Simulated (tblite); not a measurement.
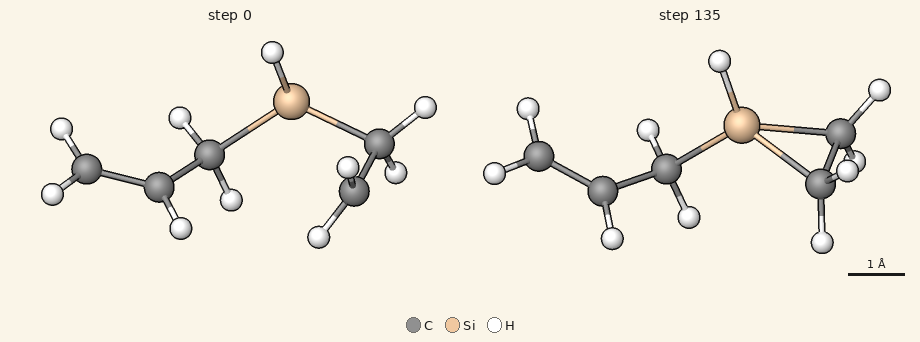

The structure of C₅H₁₀Si before (left) and after (right) a relaxation, at one scale.

The picture is a ball-and-stick view, seen from a free direction.

Computed with GFN2-xTB geometry optimisation, gas phase in tblite. 

What changed between the two?

Answer. Over 135 geometry steps the energy falls by 1.469 eV. An H atom moves most after the best rigid fit: 0.79 Å. By element the largest moves are H 0.79 Å, Si 0.67 Å, C 0.31 Å. Among the contacts that change: C–Si 2.276 → 1.883 Å, C–Si 1.766 → 1.883 Å, C–C 1.477 → 1.541 Å, C–C 1.356 → 1.321 Å. New bonds form: C–Si (2.28 → 1.88 Å). Bond angles that change, for instance: Si–C–C 88.7° → 65.9°, H–C–H 105.6° → 111.2°, Si–C–H 115.4° → 120.0°. The run took 0.86 s on 1 thread of Arm Neoverse V1, with other jobs on the host.
